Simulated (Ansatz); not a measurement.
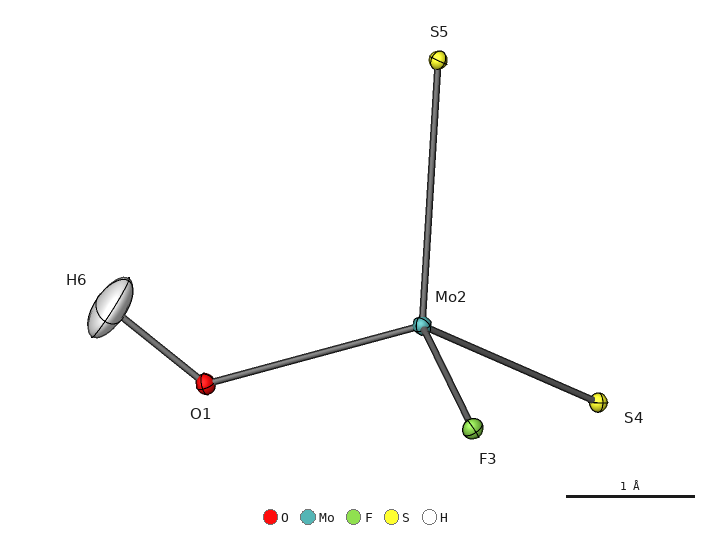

Displacement ellipsoids at the 50 % level, from the internal vibrations of the free molecule (harmonic, no overall translation or rotation; no half-axis is drawn under 0.075 Å). The species is neutral and a spin singlet. Vibrations computed with RKS PBE0-D4/def2-TZVP, core potentials on Mo (Ansatz 0.2.0). Temperature: 100 K.

Which atom moves most?

H6, with U_eq = 0.0288 Å².

Does H6 move more along its bond or across it?

Across it: the root-mean-square amplitude is 0.082 Å along the bond and up to 0.224 Å across, since bending and torsion are softer than stretching.

Give the displacement parameters, one line for each set of equivalent atoms.

```tsv
atom	U_eq (Å²)	rms amplitudes (Å)
O1	0.0027	0.040, 0.056, 0.058
Mo2	0.00028	0.015, 0.017, 0.018
F3	0.0025	0.037, 0.054, 0.056
S4	0.0011	0.030, 0.032, 0.037
S5	0.0011	0.030, 0.032, 0.037
H6	0.0288	0.080, 0.172, 0.224
```
